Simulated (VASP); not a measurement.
Band structure of CdO (space group Fm-3m). All values below come from LDA (Ceperley-Alder, Perdew-Zunger), VASP's LDA PAW potentials (set 64) (plane waves; VASP).

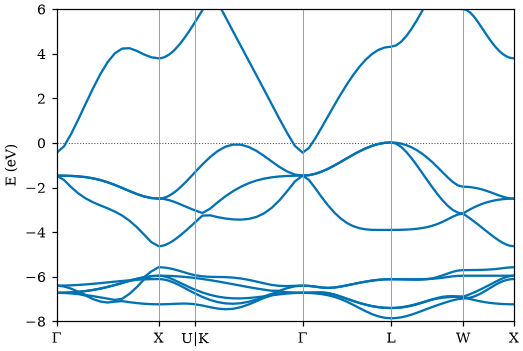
Figure: Bands along high-symmetry lines, zero at the valence-band maximum or, without a gap, the Fermi level

### Question
Read the plot: is there a gap, and where are the band edges?

### Answer
It has no gap at this level: it comes out as a metal or semimetal. (Edges off the drawn lines would not show.)

The structure comes from a computed database's CdO entry (Fm-3m); how it stands against other phases isn't given here. It was relaxed first.
